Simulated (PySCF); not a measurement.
AlH2(OH) (AlH₃O).

Method: ωB97X/cc-pVDZ; geometry: GFN2-xTB; program: PySCF. No frequency check shows the geometry to be a minimum. Without diffuse functions Rydberg states are missing, so the states' numbers hold for this basis only.

Cartesian coordinates (Å):

```
Al1     -0.5893   -0.0000    0.0000
H2      -1.3552   -1.3262    0.0000
H3      -1.3555    1.3259    0.0000
O4       1.0469    0.0003    0.0000
H5       1.9960   -0.0012    0.0000
```

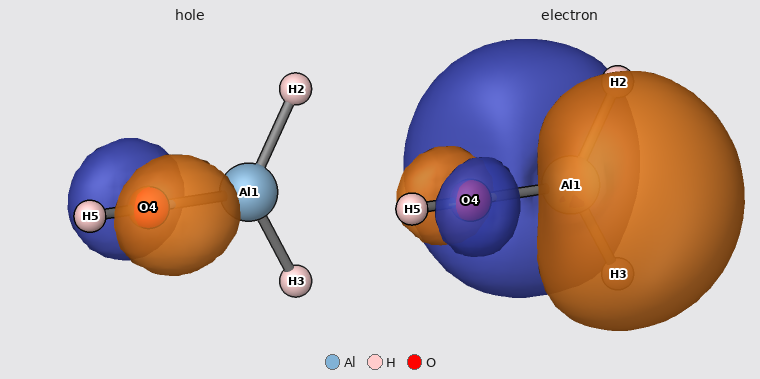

Leading natural transition orbital pair of T₃ (TDA triplet states); the surfaces enclose about 78 % of each orbital's density.

Characterise the state.

7.19 eV (172 nm), spin-forbidden from the singlet ground state, n → empty p orbital of Al1; the leading pair carries 100 %; hole on O4 (81 %), Al1 (13 %) and H5 (6 %), electron on Al1 (76 %), O4 (11 %) and H2 and H3 (6 % each); their centroids lie 1.5 Å apart; T₂ lies within 0.1 eV of it. In canonical orbitals it is mainly HOMO−1 → LUMO (97 %). The HOMO–LUMO gap is 11.58 eV.

Run time: 28 s on 1 thread of Intel(R) Xeon(R) Processor @ 2.70GHz (shared host), peak memory 0.3 GiB.
